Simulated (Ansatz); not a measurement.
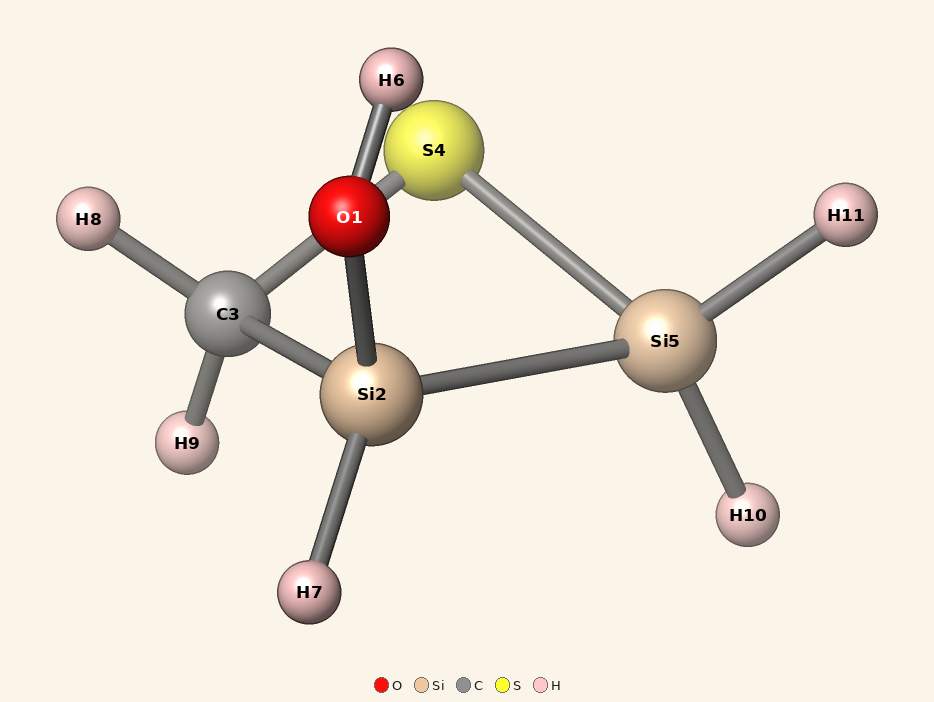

Atoms fade into the background with distance from the viewer. The geometry was computed by an optimisation with PBE-D4/def2-SVP. No frequency run is at hand to confirm it as a minimum.

**How is the 4-membered ring Si2–C3–S4–Si5 puckered?**

It is puckered (butterfly). The Cremer–Pople amplitude Q is 0.45 Å.

**Give the torsion angles round the ring, beginning with the bond from its second to its third atom.**

28°, −23°, 23°, −27°.
